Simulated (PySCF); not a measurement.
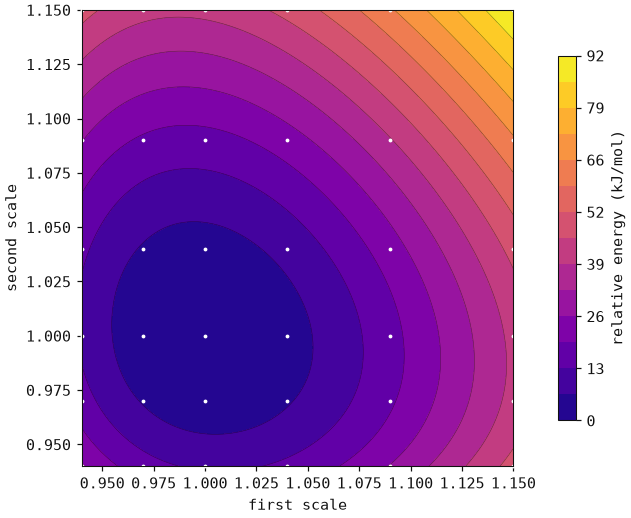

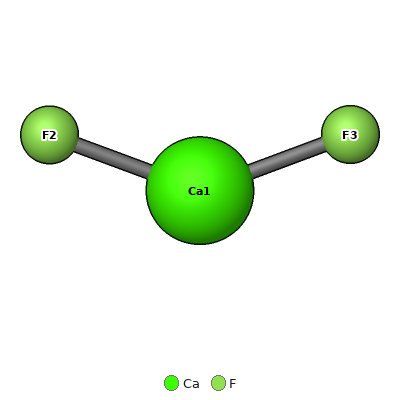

Energy landscape of CaF₂, singlet, rigid, from a minimum of the shape that electron-pair counting expects: bond 1-2 scaled first, bond 1-3 second (atom 1 is the central atom; scales multiply the bond lengths of the minimum). PBE/def2-TZVP in PySCF, restricted determinant, no spin-orbit coupling; energies count from the minimum, which needn't lie on the grid. The map is drawn from 6 × 6 computed points, interpolated. Dots mark the computed points.

**Which computed point is the lowest, and which the highest?**

Lowest at 1.00 and 1.00 (0 kJ/mol), highest at 1.15 and 1.15 (92 kJ/mol).

**Give the energies on the grid.**

In kJ/mol; across: first scale, down: second scale.
```csv
,0.94,0.97,1.00,1.04,1.09,1.15
0.94,27,16,12,15,27,49
0.97,16,6,3,6,19,42
1.00,12,3,0,4,18,41
1.04,15,6,4,9,23,48
1.09,27,19,18,23,39,65
1.15,49,42,41,48,65,92
```
